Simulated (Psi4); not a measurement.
**AlH (SMILES [AlH]) at CAM-B3LYP/def2-TZVP (sweep point 4)**

What is the vertical ionisation energy of AlH at CAM-B3LYP/def2-TZVP (sweep point 4)? The job is set up through a Python script.

The results are computed with Psi4 1.11.

4 further runs of the same task are left out: 4 set aside as unsound or not needed.

**1. The molecule**

The species is AlH (2 atoms), meant as a singlet with charge 0. As SMILES, `[AlH]`. The shape is that of a PBE0-D4/def2-TZVP optimisation.

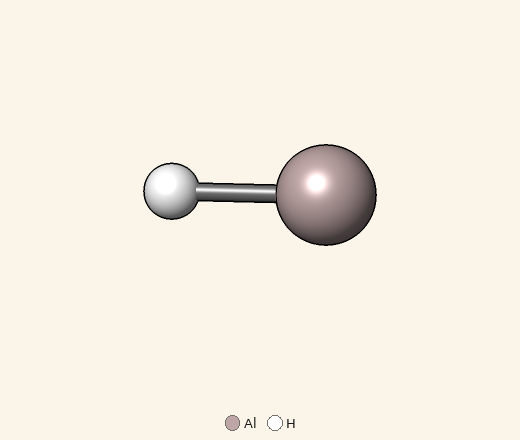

Viewed from a chosen angle; aluminium light grey, hydrogen white.

**2. A single-point energy at CAM-B3LYP/def2-TZVP (sweep point 4)**

Input file run.py:

```python
import psi4

psi4.set_memory('1600 MB')
psi4.set_num_threads(1)
psi4.core.set_output_file('psi4.out', False)

m = psi4.geometry("""
0 1
Al     0.00000000     0.00000000    -0.04845258
H      0.00000000     0.00000000     3.09746899
units bohr
symmetry c1
""")

psi4.set_options({
    'reference': 'rks',
    'puream': True,
    'scf_type': 'pk',
    'dft_radial_points': 50,
    'dft_spherical_points': 194,
})

E, wfn = psi4.energy("cam-b3lyp/def2-TZVP", return_wfn=True)
print(f'cam-b3lyp/def2-TZVP energy: {E:.10f} Eh')
for k, v in sorted(psi4.core.scalar_variables().items()):
    print(f'{k:45s} {v:18.10f}')
```

On the command line:

```console
$ python run.py
```

psi4.out:

```text
[...]
  Running in c1 symmetry.
[...]
  Nuclear repulsion =    4.132334424344851
[...]
  Multiplicity = 1
[...]
  Nalpha       = 7
  Nbeta        = 7
[...]
    Number of basis functions: 43
[...]
   @RKS iter   1:  -242.97001818607345   -4.56203e-01   4.82897e-03 ADIIS/DIIS
[...]
   @RKS iter   6:  -242.98278692141662   -5.08802e-08   4.69080e-07 DIIS
[...]
    Orbital Energies [Eh]
    ---------------------
    Doubly Occupied:
       1A    -56.108683     2A     -4.214598     3A     -2.768833
       4A     -2.768833     5A     -2.761036     6A     -0.429093
       7A     -0.257969
[...]
  @RKS Final Energy:  -242.98278692141662
   => Energetics <=
    Nuclear Repulsion Energy =              4.1323344243448510
    One-Electron Energy =                -345.6906646249428263
    Two-Electron Energy =                 112.9251497440909020
    DFT Exchange-Correlation Energy =     -14.3496064649095203
    Empirical Dispersion Energy =           0.0000000000000000
    VV10 Nonlocal Energy =                  0.0000000000000000
    Total Energy =                       -242.9827869214166185
[...]
 Multipole Moments:
 ------------------------------------------------------------------------------------
     Multipole            Electronic (a.u.)      Nuclear  (a.u.)        Total (a.u.)
 ------------------------------------------------------------------------------------
 L = 1.  Multiply by 2.5417464519 to convert [e a0] to [Debye]
 Dipole X            :         -0.0000000            0.0000000           -0.0000000
 Dipole Y            :         -0.0000000            0.0000000           -0.0000000
 Dipole Z            :         -1.6357490            1.5600499           -0.0756991
 Magnitude           :                                                    0.0756991
[...]
```

Standard output:

```text
cam-b3lyp/def2-TZVP energy: -242.9827869214 Eh
CURRENT ENERGY                                   -242.9827869214
CURRENT REFERENCE ENERGY                         -242.9827869214
DD SOLVATION ENERGY                                 0.0000000000
DFT FUNCTIONAL TOTAL ENERGY                      -242.9827869214
DFT TOTAL ENERGY                                 -242.9827869214
DFT VV10 ENERGY                                     0.0000000000
DFT XC ENERGY                                     -14.3496064649
GRID ELECTRONS ALPHA                                7.0000032939
GRID ELECTRONS BETA                                 7.0000032939
GRID ELECTRONS TOTAL                               14.0000065878
NUCLEAR REPULSION ENERGY                            4.1323344243
ONE-ELECTRON ENERGY                              -345.6906646249
PCM POLARIZATION ENERGY                             0.0000000000
PE ENERGY                                           0.0000000000
SCF ITERATION ENERGY                             -242.9827869214
SCF ITERATIONS                                      6.0000000000
SCF TOTAL ENERGY                                 -242.9827869214
TWO-ELECTRON ENERGY                               112.9251497441
XC GRID RADIAL POINTS                              50.0000000000
XC GRID SPHERICAL POINTS                          194.0000000000
XC GRID TOTAL POINTS                            18796.0000000000
```

It took 3.6 s on 1 thread of Intel Xeon at 2.70GHz, shared host; peak memory 0.23 GiB.

**3. The doublet cation**

Input file alh.py:

```python
import psi4

psi4.set_memory(1600000000)
psi4.set_num_threads(1)
psi4.set_output_file('psi4.out', False)

geom = psi4.geometry("""
1 2
Al     0.00000000     0.00000000    -0.04845258
H      0.00000000     0.00000000     3.09746899
units au
symmetry c1
""")

psi4.set_options({
    'basis': 'def2-TZVP',
    'reference': 'uks',
    'puream': True,
    'scf_type': 'pk',
    'dft_radial_points': 50,
    'dft_spherical_points': 194,
    'maxiter': 100,
})

E, wfn = psi4.energy("cam-b3lyp", return_wfn=True)
print('E =', round(E, 9))
```

On the command line:

```console
$ python alh.py
```

psi4.out:

```text
[...]
  Running in c1 symmetry.
[...]
  Nuclear repulsion =    4.132334424344851
[...]
  Multiplicity = 2
[...]
  Nalpha       = 7
  Nbeta        = 6
[...]
    Number of basis functions: 43
[...]
   @UKS iter   1:  -242.65615184134438   -1.42337e-01   4.16754e-03 ADIIS/DIIS
[...]
   @UKS iter   8:  -242.68024229936512   -8.16560e-08   5.90867e-07 DIIS
[...]
   @S^2 Observed:                7.626897347E-01
[...]
    Orbital Energies [Eh]
    ---------------------
    Alpha Occupied:
       1A    -56.439735     2A     -4.541087     3A     -3.094197
       4A     -3.094197     5A     -3.090196     6A     -0.729325
       7A     -0.565017
    Alpha Virtual:
       8A     -0.271942     9A     -0.271942    10A     -0.146596
      11A     -0.047782    12A     -0.038614    13A     -0.038614
      14A     -0.020152    15A     -0.020152    16A      0.005801
      17A      0.034827    18A      0.034827    19A      0.122835
      20A      0.217356    21A      0.499980    22A      0.499980
      23A      0.502124    24A      0.502124    25A      0.503957
[...]
  @UKS Final Energy:  -242.68024229936512
   => Energetics <=
    Nuclear Repulsion Energy =              4.1323344243448510
    One-Electron Energy =                -341.3238732447041457
    Two-Electron Energy =                 108.7208955719885637
    DFT Exchange-Correlation Energy =     -14.2095990509943650
    Empirical Dispersion Energy =           0.0000000000000000
    VV10 Nonlocal Energy =                  0.0000000000000000
    Total Energy =                       -242.6802422993651192
[...]
 Multipole Moments:
 ------------------------------------------------------------------------------------
     Multipole            Electronic (a.u.)      Nuclear  (a.u.)        Total (a.u.)
 ------------------------------------------------------------------------------------
 L = 1.  Multiply by 2.5417464519 to convert [e a0] to [Debye]
 Dipole X            :         -0.0000000            0.0000000           -0.0000000
 Dipole Y            :         -0.0000000            0.0000000           -0.0000000
 Dipole Z            :         -1.6863267            1.5600499           -0.1262768
 Magnitude           :                                                    0.1262768
[...]
```

Standard output:

```text
E = -242.680242299
```

Run time: 3.6 s. Hardware: 1 thread of Intel Xeon at 2.70GHz, shared host; peak memory 0.23 GiB.

**4. What came out**

Level: CAM-B3LYP/def2-TZVP (sweep point 4).

| quantity | value |
| --- | --- |
| singlet AlH: total energy | -242.98279 Eh |
| singlet AlH: dipole moment | 0.19 D |
| singlet AlH: HOMO energy | -7.02 eV |
| singlet AlH: LUMO energy | -0.79 eV |
| singlet AlH: HOMO–LUMO gap | 6.23 eV |
| doublet cation: total energy | -242.68024 Eh |
| doublet cation: HOMO energy (highest over α and β) | -15.37 eV |
| doublet cation: LUMO energy (lowest over α and β) | -9.50 eV |
| doublet cation: ⟨S²⟩ | 0.763 |
| vertical ionisation energy (to the doublet cation) | 8.233 eV |

The vertical ionisation energy comes to 8.23 eV (190 kcal/mol). −ε(HOMO) before ionisation, 7.02 eV, is 1.21 eV below this ionisation energy.
